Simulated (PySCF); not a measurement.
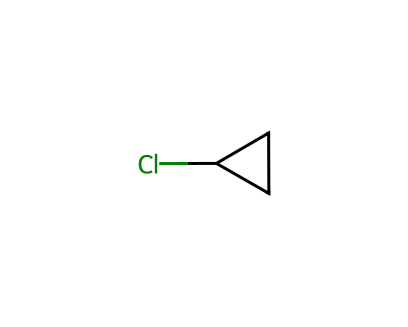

A structural formula.

Give its SMILES.

Answer. ClC1CC1

What is the molecular formula?

Answer. C3H5Cl.

An optimisation with PBE0-D3(BJ)/def2-SVP gave a structure of which point group?

Answer. Cs.

The parts below concern this one geometry. Atoms keep their numbers from picture to picture. The computed structure is the end point of a PBE0-D3(BJ)/def2-SVP optimisation. No frequency run is at hand to confirm it as a minimum.

**Shape**

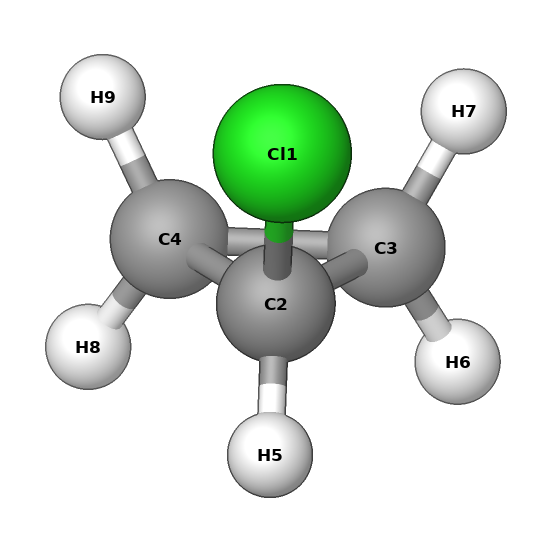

Numbered structure. No frequency run is at hand to confirm it as a minimum.

Give the bond lengths.

```json
{"bond": "Cl1–C2", "length (Å)": "1.760", "order": "single"}
{"bond": "C2–C3", "length (Å)": "1.492", "order": "single"}
{"bond": "C2–C4", "length (Å)": "1.492", "order": "single"}
{"bond": "C2–H5", "length (Å)": "1.093", "order": "single"}
{"bond": "C3–C4", "length (Å)": "1.504", "order": "single"}
{"bond": "C3–H6", "length (Å)": "1.094", "order": "single"}
{"bond": "C3–H7", "length (Å)": "1.093", "order": "single"}
{"bond": "C4–H8", "length (Å)": "1.094", "order": "single"}
{"bond": "C4–H9", "length (Å)": "1.093", "order": "single"}
```

**Electronic properties**

No frequency run is at hand to confirm it as a minimum. Method: PBE/pcSseg-2, gas phase (PySCF 2.14.0).

What is the LUMO energy (Kohn–Sham orbital)?

Answer. −0.37 eV.

What is the HOMO energy (Kohn–Sham orbital)?

Answer. −6.49 eV.

Give the dipole moment at this level.

Answer. 1.91 D.

**NMR shielding**

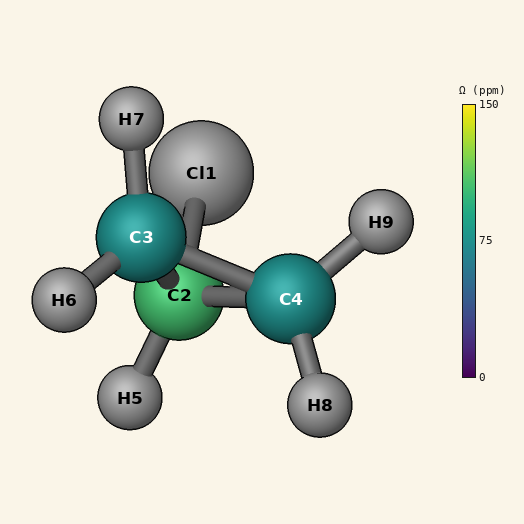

The C atoms are coloured by the span of their shielding tensor. No frequency run is at hand to confirm it as a minimum. Method: GIAO BP86/pcSseg-2 NMR shielding, non-relativistic, gas phase (PySCF 2.14.0). Principal shieldings σ11 ≤ σ22 ≤ σ33, span Ω = σ33 − σ11, skew κ = 3(σiso − σ22)/Ω.

Which C atom has the most anisotropic shielding?

Answer. C2, with a span of 106 ppm.

Give the shielding tensors of the C atoms.

```json
{"atom": "C2", "σ11": "101.2", "σ22": "120.4", "σ33": "207.0", "σiso": "142.9", "Ω": "105.8", "κ": "0.64"}
{"atom": "C3, C4", "σ11": "129.8", "σ22": "165.8", "σ33": "204.6", "σiso": "166.7", "Ω": "74.9", "κ": "0.04"}
```

Shieldings and span in ppm.

**Ring current**

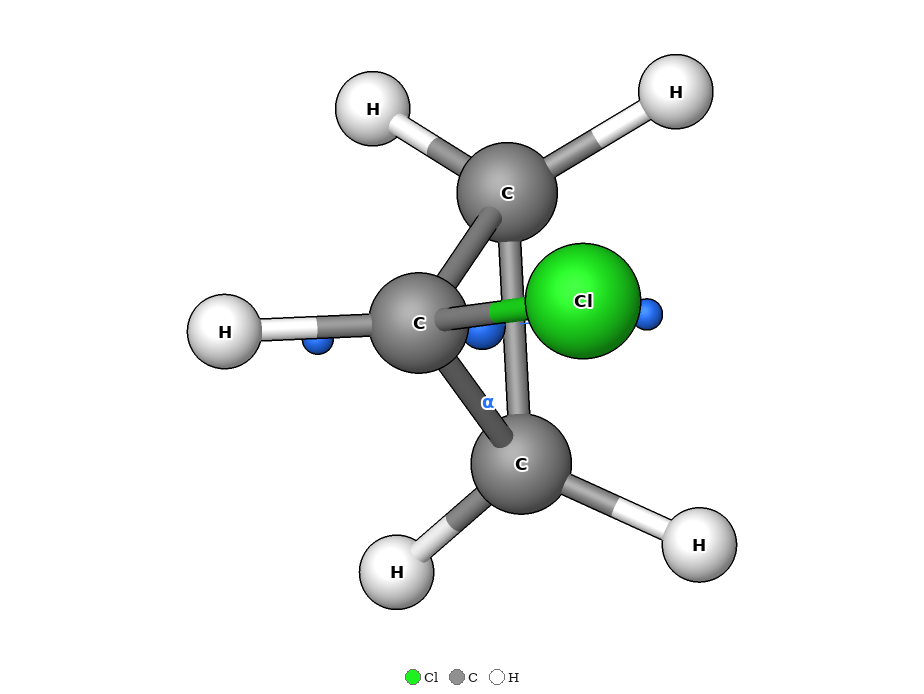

The small points mark where nucleus-independent chemical shifts (NICS) were computed: at the centre of each lettered ring and 1 Å above and below it. No frequency run is at hand to confirm it as a minimum. Properties computed with GIAO KT2/pcSseg-2 NMR shielding, non-relativistic, gas phase (PySCF 2.14.0).

Give NICS(0), NICS(1) and the out-of-plane component NICS(1)zz for each ring (means of the two sides).

| ring | members | NICS(0) | NICS(1) | NICS(1)zz |
| --- | --- | --- | --- | --- |
| α | C3 | −41.1 | −8.3 | −21.2 |

Values in ppm.
